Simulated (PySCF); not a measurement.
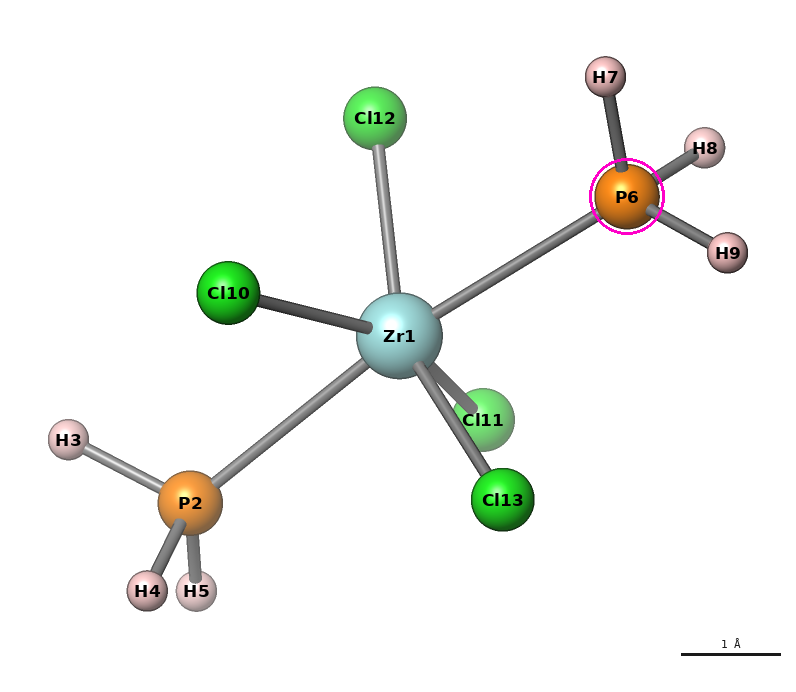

Orthographic view. Atoms fade into the background with distance from the viewer. The species is neutral and a spin singlet. The computed structure is the end point of a PBE0-D3(BJ)/def2-SVP optimisation. No frequency run is at hand to confirm it as a minimum.

Which atoms are bonded to the circled atom?

Answer. The circled atom is P6; it is bonded to Zr1, H7, H8, H9.

What is the shortest path along bonds from the circled atom to H4?

Answer. P6–Zr1–P2–H4, 3 bonds; through space the two are 6.29 Å apart.

Of P2 and H4, which is nearer the viewer?

Answer. H4; the bond to P2 points away from the viewer, so it looks shorter than its 1.42 Å.
